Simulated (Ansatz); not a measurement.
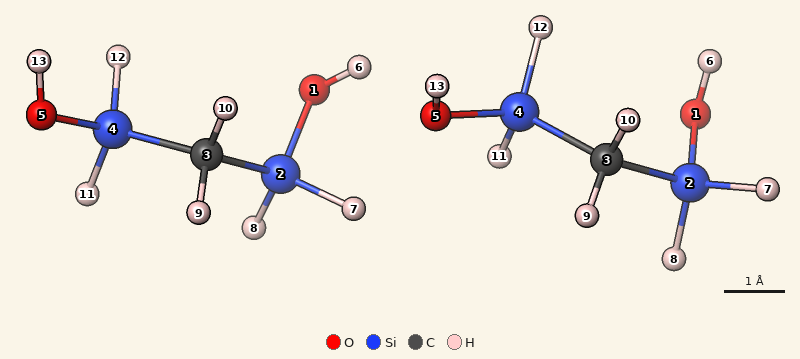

Two geometries of CH₈O₂Si₂ (coarse preliminary run), drawn at one scale. One is the start of a relaxation, the other its converged end. A ball-and-stick model, seen at a tilt.

The calculation used RKS PBE-D4/def2-SVP in Ansatz. (force threshold 0.03 eV/Å; at most 200 steps)

### Which geometry has the lower energy?

The right one is the relaxed one. The start comes from a force field. The largest move after the best rigid fit is that of H6, 0.97 Å. Largest moves by element: H 0.97 Å, O 0.63 Å, Si 0.32 Å, C 0.08 Å. Near-neighbour distances that change, for instance: Si4–H12 1.447 → 1.510 Å, C3–H9 1.170 → 1.112 Å, C3–Si4 1.834 → 1.892 Å, Si4–O5 1.634 → 1.687 Å. Among the angles between lasting bonds that change: O1–Si2–H7 103.0° → 111.3°, O5–Si4–H12 105.8° → 110.8°, O1–Si2–H8 109.1° → 104.5°. Groups turn about Si2–C3 by about 35°, O1–Si2 by about 30°. The energy falls by 39.5 kJ/mol in 17 accepted moves (20 points after the start). Largest force component: 1.7 eV/Å at the start, 0.022 eV/Å at the end. The line search rejected the trial steps at points 8, 9, 18 of the run. The forces were under the threshold at step 14, but the run went on from there.
